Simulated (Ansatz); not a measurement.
**SiNH2F (SMILES N[Si]F): B3LYP/STO-3G**

Aim: the electronic atomisation energy of SiNH2F at B3LYP/STO-3G, from 5 runs. 

The calculation is run with Ansatz 0.2.0.

69 further runs of the same task are left out: 69 set aside as unsound or not needed.

## (1) The molecule

SiNH2F has 5 atoms, charge 0, and is taken as a singlet. As SMILES, `N[Si]F`. The shape is that of a PBE0-D4/def2-TZVP optimisation. This is one conformer, not always the lowest.

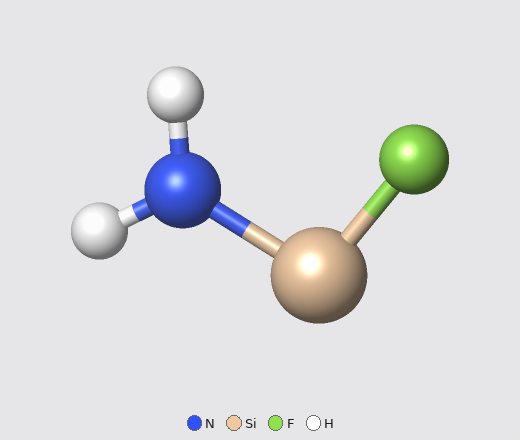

Viewed from a chosen angle; nitrogen blue, silicon light orange, fluorine green, hydrogen white.

## (2) A single-point energy at B3LYP/STO-3G

in.yaml

```yaml
basis:
  gaussian: {orbitals: STO-3G}
crystal:
  periodic: [false, false, false]
  atoms:
    - {symbol: "N", position_ang: [-0.421300, 0.240100, -0.331100]}
    - {symbol: Si, position_ang: [0.136100, -1.133600, 0.505100]}
    - {symbol: F, position_ang: [1.565400, -0.548800, 1.001500]}
    - {symbol: H, position_ang: [0.085400, 1.109600, -0.420900]}
    - {symbol: H, position_ang: [-1.315700, 0.259100, -0.796000]}
hamiltonian: {xc: {name: B3LYP}}
accuracy: high
```

Run with:

```sh
$ ansatz run in.yaml --threads 1 --pin off --max-ram 2610MiB --events-out events.jsonl --progress --plain --runs-dir runs
```

What it wrote:

```text
Warning: RAYON_NUM_THREADS=1 ignored (pool sized by the plan → 1); use --threads N
Functional definition: B3LYP
  name "B3LYP"
  parameter a0 = 0.2
  parameter ax = 0.72
  parameter ac = 0.81
  exchange = (1 - a0 - ax)*slater_x + ax*b88_x + a0*exact_x
  correlation = (1 - ac)*vwn_rpa_c + ac*lyp_c
383 factors; integrals over basis functions are off by at most 2.9e-8 eV
mean field evaluation 1: about -11964.3077 eV, gradient 2.2e1 eV
mean field evaluation 2: about -11962.2004 eV, gradient 3.5e1 eV
mean field evaluation 4: about -11966.0607 eV, gradient 9.7e-1 eV
mean field evaluation 8: about -11966.0549 eV, gradient 1.7e-3 eV
mean field evaluation 16: about -11966.0549 eV, gradient 5.3e-8 eV
mean field -11966.05486391 eV, -439.7444053654 hartree, gradient 5.3e-8 eV, S^2 0.000000; 0 other end points of the search recorded, 0 dependent functions left out
reference -11966.05489002 eV, -439.7444063249 hartree; 16, 16 occupied and 5, 5 virtual orbitals, 383 factors
Total energy: -11966.05489002 eV, -439.7444063249 hartree
```

Wall time 1.2 s (1 thread of Arm Neoverse V1, shared host); peak memory 0.096 GiB.

## (3) The F atom, same level

job.yaml

```yaml
crystal:
  periodic: [false, false, false]
  atoms:
    - symbol: F
      position_ang: [0.000000, 0.000000, 0.000000]
basis:
  gaussian: {orbitals: STO-3G}
magnetization: {spin_polarized: true, initial_magnetization: 1}
hamiltonian: {xc: {name: B3LYP}}
accuracy: high
```

Run the same way, it converges to -98.26898 Eh (log not shown).

## (4) The H atom, same level

in.yaml

```yaml
crystal:
  periodic: [false, false, false]
  atoms:
    - {symbol: H, position_ang: [0.000000, 0.000000, 0.000000]}
basis:
  gaussian: {orbitals: STO-3G}
magnetization: {spin_polarized: true, initial_magnetization: 1}
hamiltonian: {xc: {name: B3LYP}}
accuracy: high
```

Run with:

```sh
$ ansatz run in.yaml --threads 1 --pin off --max-ram 2610MiB --events-out events.jsonl --progress --plain --runs-dir runs
```

What it wrote (excerpt; [...] marks lines left out):

```text
Warning: RAYON_NUM_THREADS=1 ignored (pool sized by the plan → 1); use --threads N
[... 7 set-up lines as earlier in the session ...]
1 factors; integrals over basis functions are off by at most 4.6e-10 eV
mean field evaluation 1: about -12.7222 eV, gradient 0.0e0 eV
mean field evaluation 2: about -12.7222 eV, gradient 0.0e0 eV
mean field -12.72219657 eV, -0.4675321004 hartree, gradient 0.0e0 eV, S^2 0.750000; 0 other end points of the search recorded, 0 dependent functions left out
reference -12.72220983 eV, -0.4675325880 hartree; 1, 0 occupied and 0, 1 virtual orbitals, 1 factors
Total energy: -12.72220983 eV, -0.4675325880 hartree
```

Run time: 0.08 s. Hardware: 1 thread of Arm Neoverse V1, shared host.

## (5) The N atom, same level

job.yaml

```yaml
crystal:
  periodic: [false, false, false]
  atoms:
    - symbol: N
      position_ang: [0.000000, 0.000000, 0.000000]
basis:
  gaussian:
    orbitals: STO-3G
magnetization:
  spin_polarized: true
  initial_magnetization: 3
hamiltonian:
  xc: {name: B3LYP}
accuracy: high
```

Run with:

```sh
$ ansatz run job.yaml --threads 1 --pin off --max-ram 2610MiB --events-out events.jsonl --progress --plain --runs-dir runs
```

What it wrote (excerpt; [...] marks lines left out):

```text
Warning: RAYON_NUM_THREADS=1 ignored (pool sized by the plan → 1); use --threads N
[... 7 set-up lines as earlier in the session ...]
15 factors; integrals over basis functions are off by at most 1.1e-9 eV
mean field evaluation 1: about -1466.3181 eV, gradient 1.5e-9 eV
mean field evaluation 2: about -1466.3181 eV, gradient 1.7e-10 eV
mean field -1466.31807229 eV, -53.8861952506 hartree, gradient 0.0e0 eV, S^2 3.750000; 0 other end points of the search recorded, 0 dependent functions left out
reference -1466.31808614 eV, -53.8861957596 hartree; 5, 2 occupied and 0, 3 virtual orbitals, 15 factors
Total energy: -1466.31808614 eV, -53.8861957596 hartree
```

Wall time 0.18 s (1 thread of Arm Neoverse V1, shared host).

## (6) The Si atom

in.yaml

```yaml
basis:
  gaussian:
    orbitals: STO-3G
crystal:
  periodic: [false, false, false]
  atoms:
    - {symbol: Si, position_ang: [0.000000, 0.000000, 0.000000]}
magnetization:
  spin_polarized: true
  initial_magnetization: 2
hamiltonian:
  xc: {name: B3LYP}
accuracy: high
```

Run with:

```sh
$ ansatz run in.yaml --threads 1 --pin off --max-ram 2610MiB --events-out events.jsonl --progress --plain --runs-dir runs
```

What it wrote (excerpt; [...] marks lines left out):

```text
Warning: RAYON_NUM_THREADS=1 ignored (pool sized by the plan → 1); use --threads N
[... 7 set-up lines as earlier in the session ...]
42 factors; integrals over basis functions are off by at most 2.5e-9 eV
mean field evaluation 1: about -7780.8809 eV, gradient 2.5e-1 eV
mean field evaluation 2: about -7780.8810 eV, gradient 1.3e-2 eV
mean field evaluation 4: about -7780.8806 eV, gradient 8.4e-4 eV
mean field evaluation 8: about -7780.8806 eV, gradient 5.0e-9 eV
mean field -7780.88062209 eV, -285.9420887916 hartree, gradient 5.0e-9 eV, S^2 2.000001; 0 other end points of the search recorded, 0 dependent functions left out
reference -7780.88064237 eV, -285.9420895369 hartree; 8, 6 occupied and 1, 3 virtual orbitals, 42 factors
Total energy: -7780.88064237 eV, -285.9420895369 hartree
```

Wall time 0.38 s (1 thread of Arm Neoverse V1, shared host).

## (7) Summary of results

Level: B3LYP/STO-3G.

```
                     quantity          value
       molecule: total energy  -439.74441 Eh
         F atom: total energy   -98.26898 Eh
                 F atom: ⟨S²⟩          0.750
         H atom: total energy    -0.46753 Eh
                 H atom: ⟨S²⟩          0.750
         N atom: total energy   -53.88620 Eh
                 N atom: ⟨S²⟩          3.750
        Si atom: total energy  -285.94209 Eh
                Si atom: ⟨S²⟩          2.000
electronic atomisation energy      19.377 eV
```

Taking the molecule apart into free atoms costs 19.38 eV (447 kcal/mol), before zero-point energy and without spin-orbit coupling. In a minimal basis such a difference can be off by several eV, whatever the method.
